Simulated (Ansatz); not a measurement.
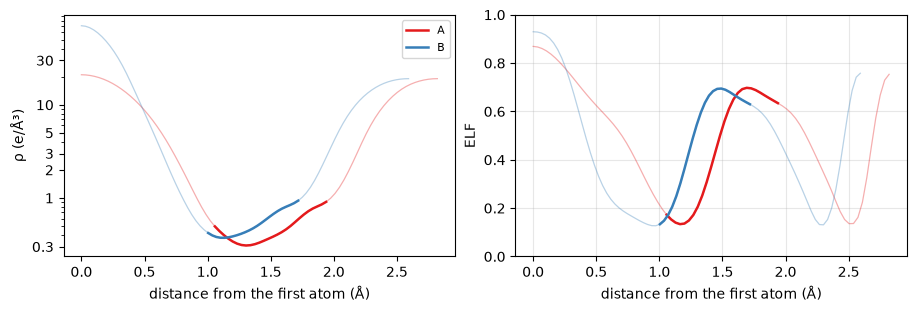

CuAgI2. Valence pseudo-density and ELF along straight lines between neighbouring atoms. Thin, pale parts lie inside the atomic spheres.

Space group I-42d; a structure from a database of computed crystals, not necessarily the ambient phase; started from the ZnSiP2-122 prototype, which need not be the ambient phase; computed without spin polarisation.

Computed with DFT, r2SCAN+rVV10, plane waves, PAW in Ansatz.

In a PAW calculation such maps are meaningful between the atoms, not at the nuclei.

**Which curve belongs to which contact (Ag–I and Cu–I)? The first atom named is at distance zero.**

Curve A: Ag–I (2.82 Å): the density is about 0.33 e/Å³ at the midpoint; the ELF is about 0.35 at the midpoint and 0.15 at its lowest between the atoms. Curve B: Cu–I (2.59 Å): ρ is about 0.43 e/Å³ halfway, with its minimum of 0.37 e/Å³ about 1.1 Å from Cu; the ELF is about 0.55 at the midpoint.
